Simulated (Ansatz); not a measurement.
H4O3Si (SMILES O[SiH](O)O)

| atom | x (Å) | y (Å) | z (Å) |
| --- | --- | --- | --- |
| O | 0.1500 | 1.8544 | 1.9708 |
| O | 2.7677 | 2.1855 | 1.4746 |
| O | 1.4564 | 0.5872 | -0.1273 |
| Si | 1.5214 | 1.1022 | 1.4490 |
| H | 0.0077 | 2.7454 | 1.6356 |
| H | 1.6931 | -0.0428 | 2.3719 |
| H | 3.3999 | 2.0961 | 0.7553 |
| H | 0.8638 | -0.1427 | -0.3268 |

Geometry: PBE0-D3(BJ)/def2-SVP.

All numbers below come from isolated molecule in a Gaussian basis; Kohn-Sham density functional theory, functional PBE0 (Ansatz 0.2.0).

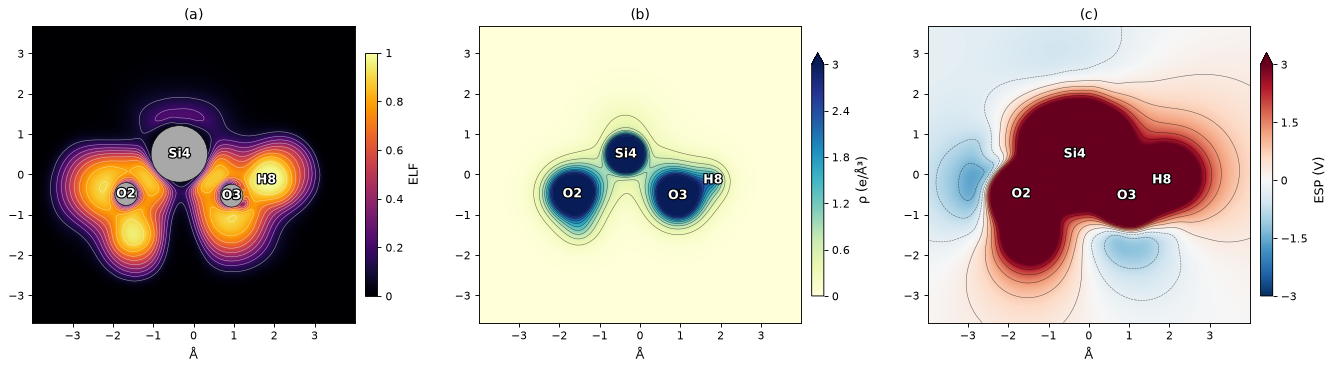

Figure 1. (a) electron localisation function; (b) electron density; (c) electrostatic potential on the plane of atoms O2, Si4 and O3. Grey discs cover the atomic cores in the ELF map.

### What does the map show?

- The plane passes through O, Si and H nuclei.
- Si–O (1.65 Å): ρ is about 1.2 e/Å³ halfway; the ELF peaks at about 0.90 between the atoms; a shared but strongly polarised pair.
- O–H (0.96 Å): the density is about 3.7 e/Å³ at the midpoint; the ELF climbs to about 1 towards the hydrogen, as it does in any bond to H: an ordinary covalent bond to hydrogen.
- The ELF also peaks beside O3 and O2, away from the bonds: lone-pair regions.
- Outside the dense part of the molecule the potential is most negative (−1.6 V) near O2.

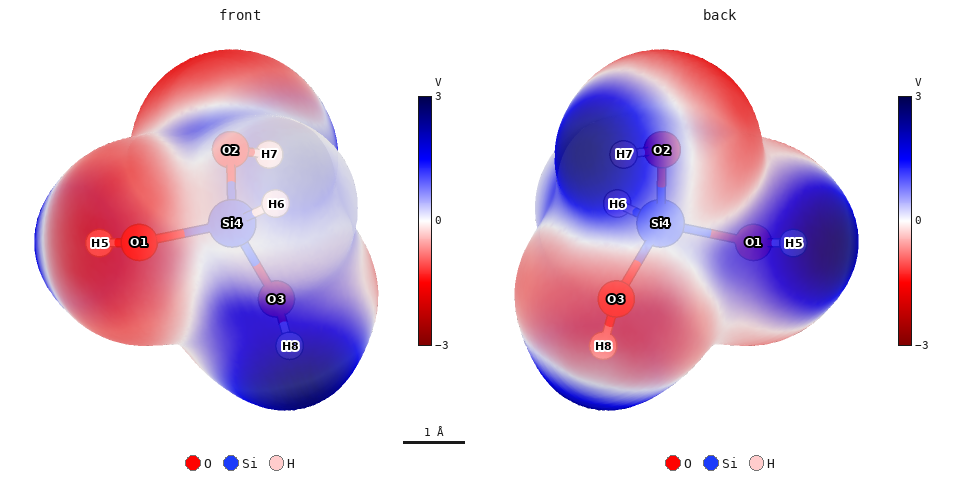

Figure 2. The molecular electrostatic potential painted on the density surface at 0.002 e/bohr³, seen from the front and from behind; the colour scale runs from red (negative) to blue (positive).

### Describe the electrostatic potential map.

The most negative region (about −1.3 V) lies over O1 and O2, the most positive (about +2.8 V) over H8.

### What dipole moment does the calculation give?

Its dipole moment is 1.53 D.

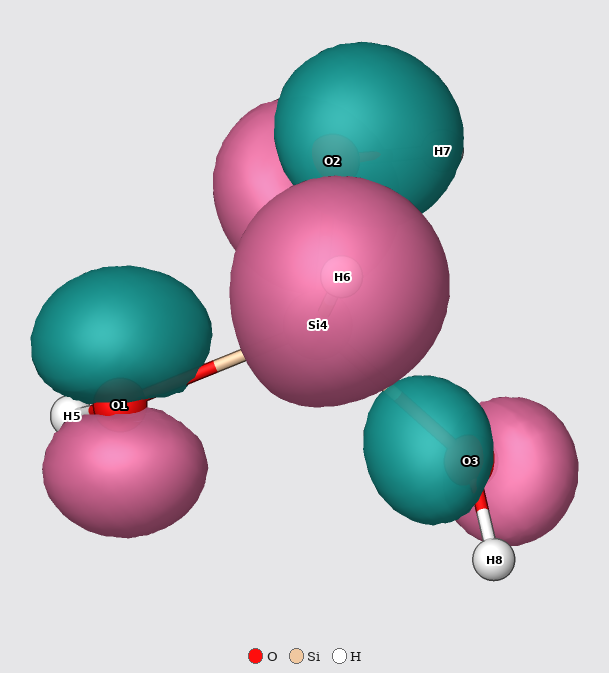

Figure 3. The HOMO at ±0.15 Å⁻³ᐟ² (teal and pink are the two phases), seen at an oblique angle.

### Where does this orbital lie, and at what energy?

Its weight (Hirshfeld) is mainly on O2 (about 30 %), O1 (about 20 %), H6 (about 15 %), Si4 (about 15 %) and O3 (about 10 %). Its energy is −9.16 eV.
